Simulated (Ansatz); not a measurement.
Input file:

```
basis:
  gaussian: {orbitals: def2-TZVPD}
crystal:
  periodic: [false, false, false]
  atoms:
    - {symbol: "N", position_ang: [-0.034094, 0.516314, 0.403802]}
    - {symbol: Si, position_ang: [0.735569, -0.458494, -0.767156]}
    - {symbol: H, position_ang: [0.601416, -1.743985, 0.055680]}
    - {symbol: H, position_ang: [-0.169955, 1.505432, 0.263123]}
    - {symbol: H, position_ang: [-0.400456, 0.206463, 1.290252]}
total_charge: 0
hamiltonian: {xc: pbe0}
output: {forces: true, orbitals: {seedname: orbitals}}
```

Command:

```sh
ansatz run input.yaml --threads 1 --pin off --max-ram 2610MiB --events-out events.jsonl --progress --plain --runs-dir runs
```

Geometry: PBE0-D4/def2-TZVP.

These are results of isolated molecule in a Gaussian basis; Kohn-Sham density functional theory, functional PBE0 (Ansatz 0.2.0), not measurements.

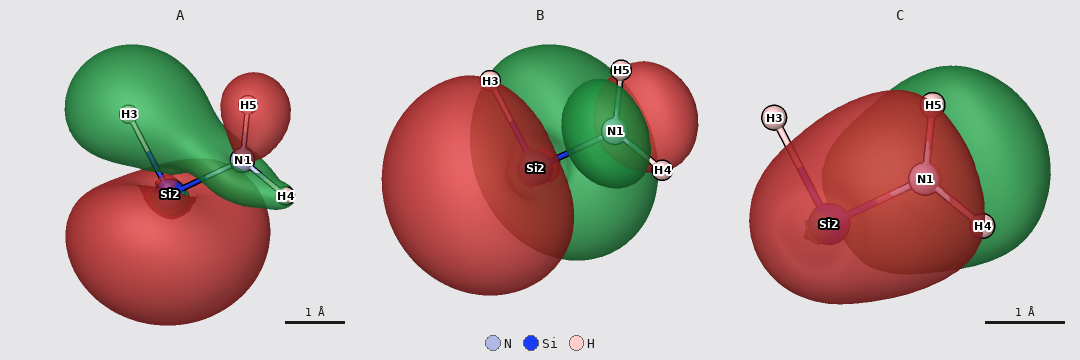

H$_{3}$NSi. Three frontier orbitals at ±0.08 Å⁻³ᐟ² (green and red are the two phases), in no order.

Order the three orbitals by energy and name them.

Answer. C is the HOMO−1 (−8.62 eV). It lies mainly on N1 (about 70 %) and Si2 (about 20 %); it changes sign across the molecular plane (π type); π-bonding across N1–Si2. A is the HOMO (−6.38 eV). Its weight (Hirshfeld) is mainly on Si2 (about 75 %) and H3 (about 15 %); it is symmetric in the molecular plane (an in-plane orbital: σ, lone-pair or in-plane π type). B is the LUMO (−1.57 eV). It lies mainly on Si2 (about 80 %) and N1 (about 10 %); it changes sign across the molecular plane (π type).

What is the HOMO–LUMO gap?

Answer. 4.81 eV between the orbital energies.
